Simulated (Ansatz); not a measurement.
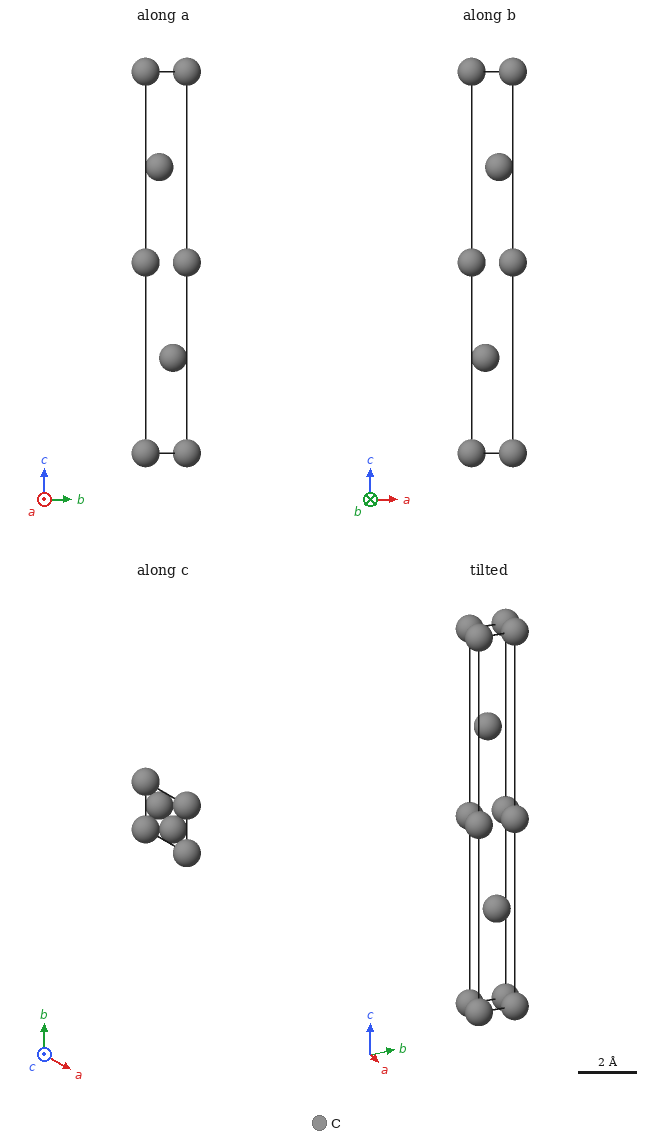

We look at a spheres-only model of the crystal along the a axis, along the b axis, along the c axis and slightly off an axis. The lines enclose the conventional unit cell; boundary atoms appear with their images.

Lattice parameters: a = 1.667 Å, b = 1.667 Å, c = 13.353 Å, α = 90.00°, β = 90.00°, γ = 120.00°.

Q: Write down what is shown as a table of Wyckoff sites.

A: Space group P6_3/mmc (No. 194).
| atom | site | x | y | z |
| --- | --- | --- | --- | --- |
| C | 2a | 0.0000 | 0.0000 | 0.0000 |
| C | 2c | 0.3333 | 0.6667 | 0.2500 |

It goes back to a structure type filled with this element by a generator (whether the element takes this form wasn't checked). Earlier steps of the study may have refined or changed the cell and positions. A calculation with Ansatz used it as input.

At this level of theory the cell isn't at rest (compressed, at 14 GPa), so its distances can differ from those at equilibrium, the more so the softer the solid.
